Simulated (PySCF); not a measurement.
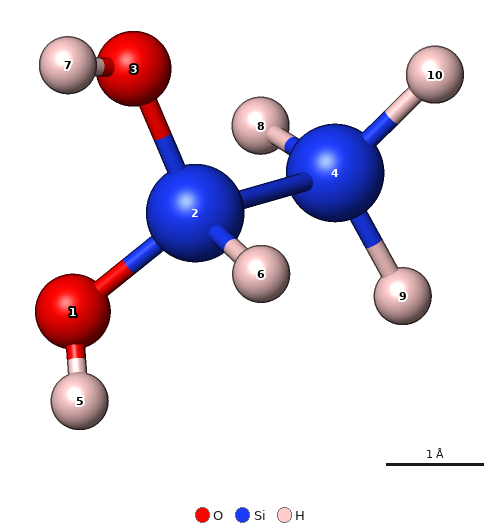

Fig. 1: The input geometry (ball-and-stick view, seen at a tilt; atoms are numbered from 1 in the order of the input). Bond lengths as drawn: H–O 0.96 Å, H–Si 1.49 to 1.50 Å, O–Si 1.67 to 1.68 Å and Si–Si 2.34 Å.

## Run report: Si$_{2}$H$_{6}$O$_{2}$, reaction-energy calculation

System: Si$_{2}$H$_{6}$O$_{2}$, SMILES O[SiH](O)[SiH3].
Method: PBE0-D3(BJ)/def2-TZVPD reaction energy of separated species, gas phase (PySCF 2.14.0).

The geometry comes from this level: PBE0-D3(BJ)/def2-SVPD.

**Output**
```
species 1 (H6OSi2)
coarse grid: 8056 points
cycle   1  E = -657.4791678934  dE = -8.471e-02  |g| = 7.115e-01  |ddm| = 2.087e+00
cycle   2  E = -657.2626980189  dE =  2.165e-01  |g| = 1.268e+00  |ddm| = 1.046e+00
cycle   3  E = -657.5684276848  dE = -3.057e-01  |g| = 6.276e-02  |ddm| = 7.168e-01
cycle   4  E = -657.5692982483  dE = -8.706e-04  |g| = 1.403e-02  |ddm| = 5.486e-02
cycle   5  E = -657.5693429050  dE = -4.466e-05  |g| = 2.813e-03  |ddm| = 1.354e-02
cycle   6  E = -657.5693450358  dE = -2.131e-06  |g| = 5.920e-04  |ddm| = 3.213e-03
final grid: 67296 points
cycle   7  E = -657.5678391814  dE = -1.531e-05  |g| = 4.028e-03  |ddm| = 2.554e-02
cycle   8  E = -657.5678349801  dE =  4.201e-06  |g| = 6.280e-03  |ddm| = 5.349e-03
cycle   9  E = -657.5678417785  dE = -6.798e-06  |g| = 3.571e-04  |ddm| = 3.273e-03
cycle  10  E = -657.5678417997  dE = -2.117e-08  |g| = 7.742e-05  |ddm| = 3.245e-04
cycle  11  E = -657.5678418013  dE = -1.570e-09  |g| = 1.376e-05  |ddm| = 9.725e-05
cycle  12  E = -657.5678418013  dE = -5.798e-11  |g| = 2.134e-06  |ddm| = 1.561e-05
converged SCF energy = -657.5678418013

species 2 (N2O)
coarse grid: 3216 points
cycle   1  E = -184.4535281822  dE =  7.159e-01  |g| = 7.390e-01  |ddm| = 1.711e+00
cycle   2  E = -184.1504015883  dE =  3.031e-01  |g| = 1.537e+00  |ddm| = 1.024e+00
cycle   3  E = -184.5235223831  dE = -3.731e-01  |g| = 3.651e-01  |ddm| = 7.202e-01
cycle   4  E = -184.5487836490  dE = -2.526e-02  |g| = 9.413e-02  |ddm| = 2.242e-01
cycle   5  E = -184.5504306527  dE = -1.647e-03  |g| = 6.997e-03  |ddm| = 4.642e-02
cycle   6  E = -184.5504377701  dE = -7.117e-06  |g| = 2.067e-03  |ddm| = 4.688e-03
final grid: 33192 points
cycle   7  E = -184.5460658906  dE =  2.287e-05  |g| = 1.443e-02  |ddm| = 4.925e-02
cycle   8  E = -184.5457694609  dE =  2.964e-04  |g| = 4.136e-02  |ddm| = 2.670e-02
cycle   9  E = -184.5461036700  dE = -3.342e-04  |g| = 2.920e-03  |ddm| = 2.052e-02
cycle  10  E = -184.5461051788  dE = -1.509e-06  |g| = 4.856e-04  |ddm| = 1.401e-03
cycle  11  E = -184.5461052164  dE = -3.757e-08  |g| = 8.087e-05  |ddm| = 2.521e-04
cycle  12  E = -184.5461052178  dE = -1.419e-09  |g| = 1.161e-05  |ddm| = 7.082e-05
cycle  13  E = -184.5461052179  dE = -2.902e-11  |g| = 5.721e-07  |ddm| = 7.494e-06
converged SCF energy = -184.5461052179

species 3 (H6O2Si2)
coarse grid: 9144 points
cycle   1  E = -732.6422989745  dE =  1.753e-01  |g| = 9.775e-01  |ddm| = 2.330e+00
cycle   2  E = -732.3024134477  dE =  3.399e-01  |g| = 1.652e+00  |ddm| = 1.386e+00
cycle   3  E = -732.8092734238  dE = -5.069e-01  |g| = 7.169e-02  |ddm| = 9.226e-01
cycle   4  E = -732.8103380864  dE = -1.065e-03  |g| = 2.606e-02  |ddm| = 6.667e-02
cycle   5  E = -732.8104314294  dE = -9.334e-05  |g| = 1.570e-02  |ddm| = 2.146e-02
cycle   6  E = -732.8104739242  dE = -4.249e-05  |g| = 1.386e-03  |ddm| = 8.063e-03
cycle   7  E = -732.8104743539  dE = -4.297e-07  |g| = 3.749e-04  |ddm| = 1.749e-03
final grid: 78504 points
cycle   8  E = -732.8086418739  dE = -2.435e-05  |g| = 5.129e-03  |ddm| = 3.356e-02
cycle   9  E = -732.8086358506  dE =  6.023e-06  |g| = 7.722e-03  |ddm| = 6.414e-03
cycle  10  E = -732.8086459350  dE = -1.008e-05  |g| = 3.526e-04  |ddm| = 3.932e-03
cycle  11  E = -732.8086459551  dE = -2.008e-08  |g| = 8.378e-05  |ddm| = 2.548e-04
cycle  12  E = -732.8086459561  dE = -1.008e-09  |g| = 4.481e-05  |ddm| = 7.868e-05
cycle  13  E = -732.8086459564  dE = -3.272e-10  |g| = 1.042e-05  |ddm| = 2.627e-05
converged SCF energy = -732.8086459564

species 4 (N2)
coarse grid: 2128 points
cycle   1  E = -109.4495168152  dE =  1.300e-01  |g| = 1.031e-01  |ddm| = 1.274e+00
cycle   2  E = -109.4509515848  dE = -1.435e-03  |g| = 4.739e-02  |ddm| = 1.014e-01
cycle   3  E = -109.4513747085  dE = -4.231e-04  |g| = 9.132e-03  |ddm| = 3.530e-02
cycle   4  E = -109.4513913840  dE = -1.668e-05  |g| = 5.130e-04  |ddm| = 5.398e-03
cycle   5  E = -109.4513914313  dE = -4.725e-08  |g| = 7.832e-05  |ddm| = 4.400e-04
final grid: 21984 points
cycle   6  E = -109.4466155459  dE = -6.418e-06  |g| = 2.486e-03  |ddm| = 5.139e-02
cycle   7  E = -109.4466161758  dE = -6.299e-07  |g| = 1.557e-03  |ddm| = 2.575e-03
cycle   8  E = -109.4466166582  dE = -4.825e-07  |g| = 4.561e-05  |ddm| = 9.634e-04
cycle   9  E = -109.4466166586  dE = -4.061e-10  |g| = 5.047e-06  |ddm| = 4.976e-05
converged SCF energy = -109.4466166586

Reaction energy = -88.966 kcal/mol
```

This output came from the following input.

**Input file**
```
{"job": {"kind": "react", "xc": "PBE0", "basis": "def2-TZVPD", "disp": "d3bj"}, "charge": 0, "multiplicity": 1}
-1 H6OSi2 charge 0 multiplicity 1
O     -0.720010     1.538240    -1.211700
Si    -0.607330     0.766260     0.281250
Si     0.900470    -1.037400     0.222860
H     -0.989740     1.014240    -1.969000
H     -1.950410     0.273800     0.727500
H     -0.142890     1.823670     1.222850
H      2.221150    -0.606770    -0.327950
H      0.364750    -2.135710    -0.640920
H      1.101790    -1.577400     1.603200

-1 N2O charge 0 multiplicity 1
N      1.146600    -0.025370     0.008590
N      0.021840    -0.023770    -0.000560
O     -1.155000    -0.022090    -0.010140

+1 H6O2Si2 charge 0 multiplicity 1
O     -1.851470    -0.033440    -0.600680
Si    -0.477540     0.445650     0.237260
O      0.051430     1.893270    -0.399780
Si     1.297940    -1.047180    -0.083790
H     -2.543040    -0.472010    -0.100060
H     -0.871960     0.601980     1.675720
H     -0.565920     2.628660    -0.427500
H      1.538820    -1.261300    -1.541860
H      0.954660    -2.361710     0.543400
H      2.544740    -0.526530     0.554180

+1 N2 charge 0 multiplicity 1
N      0.505860     0.188910     0.097580
N     -0.505890    -0.188890    -0.097580
```

The first line tells a small driver script what to run in PySCF; the rest is the geometry in Å.

Launch command:
```bash
OMP_NUM_THREADS=1 python <driver script> task.json out
```

**Summary**

- outcome: converged
- hardware: 1 CPU thread, shared host
- wall time: 17 s
- peak memory: 0.63 GiB
